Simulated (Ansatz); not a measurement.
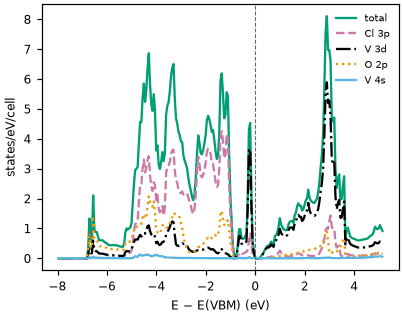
*Total and projected density of states of VCl2O in space group Immm (No. 71; V on 2d, Cl on 4i, O on 2a), DFT-r²SCAN+D4 in the program Ansatz with PAW potentials*

Which orbitals carry the states next to the gap?

Top 1 eV of the valence band: V 3d 72 %, Cl 3p 23 %. Bottom 1 eV of the conduction band: V 3d 79 %, Cl 3p 13 %, O 2p 6 %. Projections are on Löwdin-orthogonalised atomic valence shells; empty p or d shells of many metals are not among them.

Where is the tallest occupied peak in this window, and what makes it?

Near -4.3 eV, about 6.9 states/eV per cell; the largest projected share is Cl 3p.

The first step of the workflow began from a Materials Project structure, measured or hypothetical; the Crystallography Open Database copy checked does not list it. Whether it is the stable phase at ambient conditions was not checked. Symmetry was held in the r²SCAN+D4 relaxation; its stability against distortions is not shown here. The final state is ferromagnetic, chosen from 3 collinear starts compared on coarse meshes (ties went to the first, and starts can fall back to one state), not a proven ground state. Other orbital occupations within this spin state were not tried. No Hubbard U is applied.

Potentials: the later of the program's two PAW sets.
